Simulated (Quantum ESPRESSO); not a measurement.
## Converging the plane-wave cutoff: TiAl (P4mm, 2 atoms in the cell)

```
CELL_PARAMETERS angstrom
      3.16316     0.00000     0.00000
      0.00000     3.16316     0.00000
      0.00000     0.00000     3.16316
ATOMIC_POSITIONS crystal
  Ti 0.00000 0.00000 0.01581
  Al 0.50000 0.50000 0.50000
```

Method of the run: PBEsol, GBRV 1.5 ultrasoft (PBESOL) pseudopotentials (plane waves; Quantum ESPRESSO).

Base settings: ecutwfc = 50 Ry; ecutrho = 400 Ry; occupations = smearing; smearing = gauss; degauss = 0.0073499 Ry; potentials = {Ti: ti_pbesol_v1.4.uspp.F.UPF, Al: al_pbesol_v1.uspp.F.UPF}; K_POINTS = automatic 4 4 4 0 0 0; conv_thr = 1e-10 Ry; mixing_beta = 0.5.

Moved along: ecutrho.

The second cell is the first with its lattice scaled by 0.98.

The mesh stays at the base's, so the ladder's end is converged at best in this setting alone.

Only quantities that move along the ladder and can be compared are tabulated.

The count of work is k-points × plane waves × bands × iterations; it is no time. 

The starting cell comes from a database of computed structures (which also holds hypothetical and non-ambient phases and stackings), without a prior relaxation at this level. Its lattice was rescaled by up to half a per cent. One atom was moved a little off its site on purpose. Spin polarisation is off. Without a gap this mesh is coarse (it stands for a supercell whose shortest vector is 13 Å).

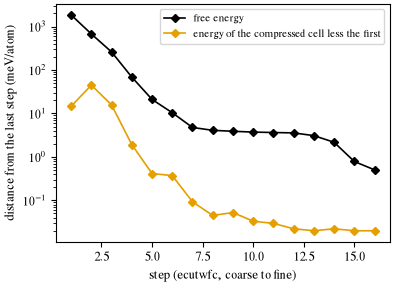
Distance from the last step along the ladder; very small values are drawn at a floor.

| ecutwfc | free energy less the last step's (meV/atom) | energy of the compressed cell less the first (meV/atom) | pressure (GPa) | largest difference of a force vector from the last step's (eV/Å) | count of work / last |
|---|---|---|---|---|---|
| 17.5 Ry | 1850.06 | 10.81 | -87.85 | 0.005 | 0.044 |
| 20 Ry | 674.89 | -19.64 | -37.21 | 0.016 | 0.059 |
| 22 Ry | 260.08 | 41.05 | -16.19 | 0.007 | 0.060 |
| 25 Ry | 68.68 | 23.44 | -4.59 | 0.001 | 0.082 |
| 28 Ry | 21.05 | 25.77 | -1.06 | 0.001 | 0.12 |
| 30 Ry | 10.39 | 25.73 | -0.15 | 0.000 | 0.12 |
| 35 Ry | 4.76 | 25.45 | 0.38 | 0.000 | 0.15 |
| 40 Ry | 4.10 | 25.41 | 0.42 | 0.000 | 0.16 |
| 45 Ry | 3.89 | 25.41 | 0.43 | 0.000 | 0.21 |
| 50 Ry | 3.73 | 25.39 | 0.43 | 0.000 | 0.25 |
| 55 Ry | 3.64 | 25.39 | 0.43 | 0.000 | 0.29 |
| 60 Ry | 3.57 | 25.38 | 0.43 | 0.000 | 0.36 |
| 68 Ry | 3.09 | 25.37 | 0.38 | 0.000 | 0.39 |
| 75 Ry | 2.18 | 25.38 | 0.36 | 0.000 | 0.41 |
| 88 Ry | 0.78 | 25.37 | 0.40 | 0.000 | 0.63 |
| 100 Ry | 0.50 | 25.37 | 0.43 | 0.000 | 0.77 |
| 120 Ry | 0.00 | 25.36 | 0.41 | 0.000 | 1.0 |

State of the free energy at the end of the ladder: still drifting one way, by 0.78 meV/atom over the last two steps, so the last step is no safe reference.

Coarsest ecutwfc that holds the pressure within 1 GPa of the last step, with all finer ones: 30 Ry, at 0.12 of the last step's count of work; the step before is off by 1.5 GPa.

Coarsest ecutwfc that holds the energy of the compressed cell less the first within 1 meV/atom of the last step, with all finer ones: 28 Ry, at 0.12 of the last step's count of work; the step before is off by 1.9 meV/atom.

The energy difference between the two cells stays within 1 meV/atom of the last step's from 28 Ry on, the total only from 88 Ry on: much of the error is common to both cells and cancels.

Two neighbours can agree and both be off: 40 Ry and 45 Ry differ by 0.21 meV/atom in the free energy, yet lie about 3.9 meV/atom from the last step.

At the lowest cutoff the pressure lies 88.3 GPa under the last step's, the usual sign of Pulay stress in an incomplete plane-wave basis.
